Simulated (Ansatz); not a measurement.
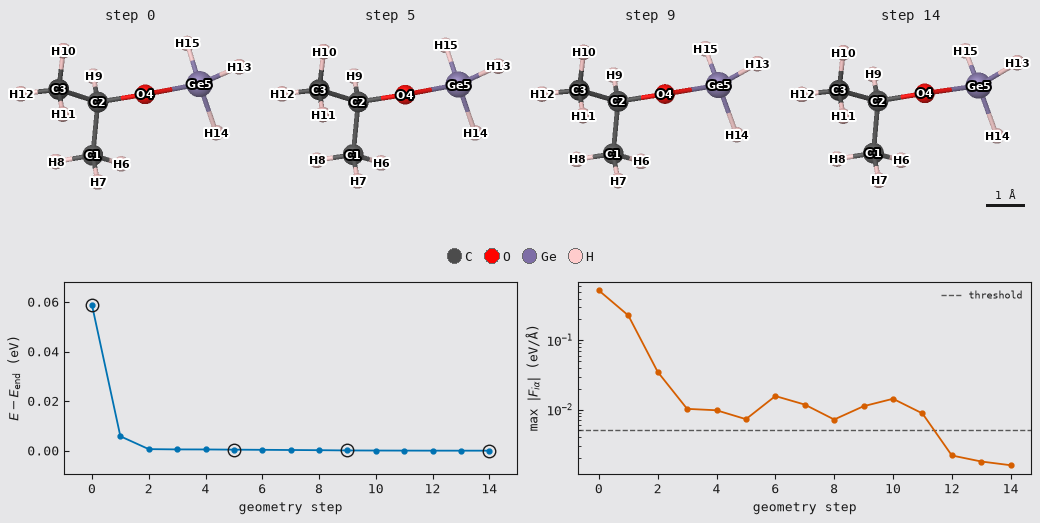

Frames of a relaxation of C$_{3}$H$_{10}$GeO, marked on the history of the run. The picture is a ball-and-stick view, seen at a tilt.

The start comes from PBE-D4/def2-SVP.

All numbers below come from Ansatz, RKS PBE0-D4/def2-TZVP.

Input
```yaml
crystal:
  periodic: [false, false, false]
  atoms:
    - {symbol: C, position_ang: [-0.856592, -1.273128, -0.092381]}
    - {symbol: C, position_ang: [0.101143, -0.220887, 0.472724]}
    - {symbol: C, position_ang: [1.300765, -0.847893, 1.177960]}
    - {symbol: O, position_ang: [0.621151, 0.615225, -0.565968]}
    - {symbol: Ge, position_ang: [-0.378169, 1.957046, -1.240574]}
    - {symbol: H, position_ang: [-1.729930, -0.802446, -0.589179]}
    - {symbol: H, position_ang: [-0.332207, -1.899354, -0.843628]}
    - {symbol: H, position_ang: [-1.242386, -1.935430, 0.709393]}
    - {symbol: H, position_ang: [-0.458119, 0.402785, 1.217248]}
    - {symbol: H, position_ang: [1.968614, -0.060356, 1.578793]}
    - {symbol: H, position_ang: [1.884283, -1.460228, 0.459957]}
    - {symbol: H, position_ang: [0.977670, -1.498892, 2.015157]}
    - {symbol: H, position_ang: [0.623175, 2.776029, -2.088316]}
    - {symbol: H, position_ang: [-1.539173, 1.412673, -2.127224]}
    - {symbol: H, position_ang: [-0.962025, 2.784155, -0.054563]}
basis:
  gaussian: {orbitals: def2-TZVP}
hamiltonian: {xc: pbe0, dispersion: d4}
relax: {f_tol: 0.005, max_steps: 150}
```

Command:
```bash
ansatz run in.yaml --threads 4 --pin off --events-out ev --progress --plain --max-ram 11315MiB
```

Q: What happens along the run?

A: The atom that moves furthest after the best rigid fit is H15 (0.23 Å). By element the largest moves are H 0.23 Å, C 0.07 Å, Ge 0.05 Å, O 0.03 Å. Some distances before and after: O4–Ge5 1.804 → 1.778 Å, C2–H9 1.121 → 1.102 Å, Ge5–H14 1.559 → 1.541 Å, C1–H6 1.110 → 1.093 Å. After 14 geometry steps the energy has fallen by 0.059 eV. The largest force component goes from 0.52 to 0.0016 eV/Å. From step 0 to 5: H15 moves most (0.07 Å), energy −0.058 eV. From step 5 to 9: H atoms move most (0.11 Å), energy 0.000 eV. From step 9 to 14: H15 moves most (0.07 Å), energy 0.000 eV.
